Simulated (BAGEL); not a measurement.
# HF/def2-SVPD (density fitting with qzvpp-jkfit) run of CH7NSi (SiH3(NHMe))

Aim: the vertical ionisation energy of CH7NSi (SiH3(NHMe)) at HF/def2-SVPD (density fitting with qzvpp-jkfit), from 2 runs. 

Program for the calculation: BAGEL 1.2.2.

**1. Starting point**

CH7NSi has 10 atoms, charge 0, and is taken as a singlet. SMILES: `[H][Si]([H])([H])NC`. The coordinates come from a GFN2-xTB relaxation.

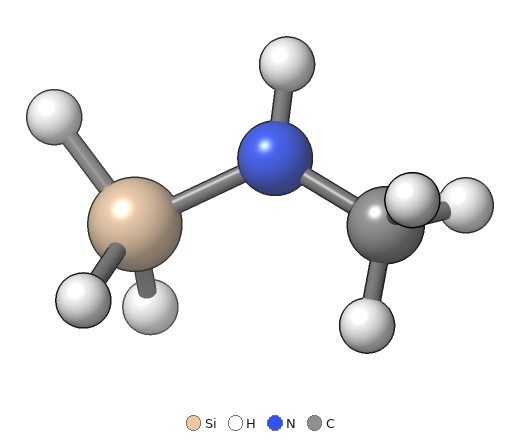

Viewed from a chosen angle; silicon light orange, hydrogen white, nitrogen blue, carbon grey.

**2. A single-point energy at HF/def2-SVPD (density fitting with qzvpp-jkfit)**

Contents of calc.json:

```json
{ "bagel" : [

{
  "title" : "molecule",
  "basis" : "def2-svpd.json",
  "df_basis" : "qzvpp-jkfit",
  "angstrom" : "true",
  "geometry" : [
    { "atom" : "Si", "xyz" : [       0.565090,       0.977310,       0.865240 ] },
    { "atom" : "H", "xyz" : [       0.506010,       0.899320,       2.321820 ] },
    { "atom" : "H", "xyz" : [       1.952630,       1.004180,       0.382030 ] },
    { "atom" : "H", "xyz" : [      -0.106200,       2.183260,       0.360110 ] },
    { "atom" : "N", "xyz" : [      -0.239160,      -0.436230,       0.333750 ] },
    { "atom" : "C", "xyz" : [      -0.471120,      -0.811260,      -1.036120 ] },
    { "atom" : "H", "xyz" : [      -0.617760,      -1.098540,       0.989190 ] },
    { "atom" : "H", "xyz" : [      -1.542170,      -0.876000,      -1.257490 ] },
    { "atom" : "H", "xyz" : [      -0.032030,      -0.062270,      -1.690820 ] },
    { "atom" : "H", "xyz" : [      -0.015290,      -1.779770,      -1.267710 ] }
  ]
},

{
  "title" : "hf"
},

{
  "title" : "print",
  "file" : "orbitals.molden",
  "orbitals" : "true"
}

]}
```

The basis set def2-SVPD is read from a file made from the Basis Set Exchange's data (not shown).

The run is started by

```bash
$ BAGEL_NUM_THREADS=1 BAGEL calc.json > calc.out
```

The program printed:

```text
* using 1 threads per process

  ===============================================================
  ===============================================================

  *** Geometry ***

  { "atom" : "Si", "xyz" : [      1.067865,      1.846848,      1.635067 ] },
  { "atom" : "H", "xyz" : [      0.956220,      1.699468,      4.387604 ] },
  { "atom" : "H", "xyz" : [      3.689936,      1.897625,      0.721932 ] },
  { "atom" : "H", "xyz" : [     -0.200689,      4.125763,      0.680509 ] },
  { "atom" : "N", "xyz" : [     -0.451947,     -0.824355,      0.630696 ] },
  { "atom" : "C", "xyz" : [     -0.890288,     -1.533059,     -1.957983 ] },
  { "atom" : "H", "xyz" : [     -1.167397,     -2.075940,      1.869298 ] },
  { "atom" : "H", "xyz" : [     -2.914279,     -1.655400,     -2.376312 ] },
  { "atom" : "H", "xyz" : [     -0.060528,     -0.117673,     -3.195187 ] },
  { "atom" : "H", "xyz" : [     -0.028894,     -3.363278,     -2.395625 ] },

  Number of auxiliary basis functions:      406

  Since a DF basis is specified, we compute 2- and 3-index integrals:
    o Being stored without compression. Storage requirement is 0.047 GB

  Number of basis functions:      120
  Number of electrons      :       34

    * METHOD: MOLECULE                             0.20

  *** RHF ***

  === Nuclear Repulsion ===
   116.8646124710

      * DIIS with orbital gradients will be used.

  === RHF iteration (def2-svpd.json) ===
      0       -385.02305492          0.01455058           0.07
      1       -385.13648207          0.00924338           0.08
      2       -385.17506111          0.00144281           0.08
      3       -385.17679998          0.00032139           0.08
      4       -385.17686159          0.00008554           0.08
      5       -385.17686677          0.00001442           0.08
      6       -385.17686698          0.00000330           0.08
      7       -385.17686699          0.00000085           0.08
      8       -385.17686699          0.00000023           0.08
      9       -385.17686699          0.00000007           0.08
     10       -385.17686699          0.00000003           0.08
     11       -385.17686699          0.00000001           0.08
    * SCF iteration converged.

    * Permanent dipole moment:
           (    0.194158,     0.327682,     0.078603) a.u.

    * METHOD: HF                                   1.11

    * METHOD: PRINT                                0.02

  ===============================================================
```

It took 1.5 s on 1 thread of Arm Neoverse V2, shared host; peak memory 0.14 GiB.

**3. The doublet cation, same level**

Contents of input.json:

```json
{ "bagel" : [

{
  "title" : "molecule",
  "basis" : "def2-svpd.json",
  "df_basis" : "qzvpp-jkfit",
  "angstrom" : "true",
  "geometry" : [
    { "atom" : "Si", "xyz" : [       0.565090,       0.977310,       0.865240 ] },
    { "atom" : "H", "xyz" : [       0.506010,       0.899320,       2.321820 ] },
    { "atom" : "H", "xyz" : [       1.952630,       1.004180,       0.382030 ] },
    { "atom" : "H", "xyz" : [      -0.106200,       2.183260,       0.360110 ] },
    { "atom" : "N", "xyz" : [      -0.239160,      -0.436230,       0.333750 ] },
    { "atom" : "C", "xyz" : [      -0.471120,      -0.811260,      -1.036120 ] },
    { "atom" : "H", "xyz" : [      -0.617760,      -1.098540,       0.989190 ] },
    { "atom" : "H", "xyz" : [      -1.542170,      -0.876000,      -1.257490 ] },
    { "atom" : "H", "xyz" : [      -0.032030,      -0.062270,      -1.690820 ] },
    { "atom" : "H", "xyz" : [      -0.015290,      -1.779770,      -1.267710 ] }
  ]
},

{
  "title" : "uhf",
  "charge" : 1,
  "nopen" : 1
},

{
  "title" : "print",
  "file" : "orbitals.molden",
  "orbitals" : "true"
}

]}
```

The basis set def2-SVPD is read from a file made from the Basis Set Exchange's data (not shown).

The run is started by

```bash
$ BAGEL_NUM_THREADS=1 BAGEL input.json > input.out
```

The program printed:

```text
* using 1 threads per process

  ===============================================================
  ===============================================================

  *** Geometry ***

  { "atom" : "Si", "xyz" : [      1.067865,      1.846848,      1.635067 ] },
  { "atom" : "H", "xyz" : [      0.956220,      1.699468,      4.387604 ] },
  { "atom" : "H", "xyz" : [      3.689936,      1.897625,      0.721932 ] },
  { "atom" : "H", "xyz" : [     -0.200689,      4.125763,      0.680509 ] },
  { "atom" : "N", "xyz" : [     -0.451947,     -0.824355,      0.630696 ] },
  { "atom" : "C", "xyz" : [     -0.890288,     -1.533059,     -1.957983 ] },
  { "atom" : "H", "xyz" : [     -1.167397,     -2.075940,      1.869298 ] },
  { "atom" : "H", "xyz" : [     -2.914279,     -1.655400,     -2.376312 ] },
  { "atom" : "H", "xyz" : [     -0.060528,     -0.117673,     -3.195187 ] },
  { "atom" : "H", "xyz" : [     -0.028894,     -3.363278,     -2.395625 ] },

  Number of auxiliary basis functions:      406

  Since a DF basis is specified, we compute 2- and 3-index integrals:
    o Being stored without compression. Storage requirement is 0.047 GB

  Number of basis functions:      120
  Number of electrons      :       34

    * METHOD: MOLECULE                             0.20

  *** Open-shell HF ***

  === Nuclear Repulsion ===
   116.8646124710

      * DIIS with orbital gradients will be used.

  === UHF iteration (def2-svpd.json) ===
      0       -384.72787559          0.02205639           0.15
      1       -384.85186090          0.01252232           0.16
      2       -384.87942039          0.00512568           0.16
      3       -384.88768775          0.00235203           0.16
      4       -384.89166204          0.00079871           0.16
      5       -384.89234345          0.00030070           0.16
      6       -384.89250207          0.00005396           0.16
      7       -384.89253076          0.00001810           0.15
      8       -384.89254015          0.00001167           0.15
      9       -384.89254461          0.00000659           0.16
     10       -384.89254560          0.00000152           0.15
     11       -384.89254567          0.00000057           0.16
     12       -384.89254568          0.00000028           0.16
     13       -384.89254569          0.00000010           0.16
     14       -384.89254569          0.00000003           0.16
     15       -384.89254569          0.00000002           0.16
     16       -384.89254569          0.00000001           0.16
    * SCF iteration converged.

    * S^2 (UHF) is 0.7643

    * Permanent dipole moment:
           (    0.525901,     0.916107,     0.199919) a.u.

    * METHOD: UHF                                  2.84

    * METHOD: PRINT                                0.02

  ===============================================================
```

Run time: 3.3 s. Hardware: 1 thread of Arm Neoverse V2, shared host; peak memory 0.14 GiB.

**4. Summary of results**

Level: HF/def2-SVPD (density fitting with qzvpp-jkfit).

| quantity | value |
| --- | --- |
| singlet CH7NSi: total energy | -385.17687 Eh |
| singlet CH7NSi: dipole moment | 0.99 D |
| singlet CH7NSi: HOMO energy | -9.93 eV |
| singlet CH7NSi: LUMO energy | 2.51 eV |
| singlet CH7NSi: HOMO–LUMO gap | 12.44 eV |
| doublet cation: total energy | -384.89255 Eh |
| doublet cation: ⟨S²⟩ | 0.764 |
| vertical ionisation energy (to the doublet cation) | 7.737 eV |

**Reading.** The vertical ionisation energy comes to 7.74 eV (746 kJ/mol). −ε(HOMO) before ionisation, 9.93 eV, is 2.19 eV above this ionisation energy.
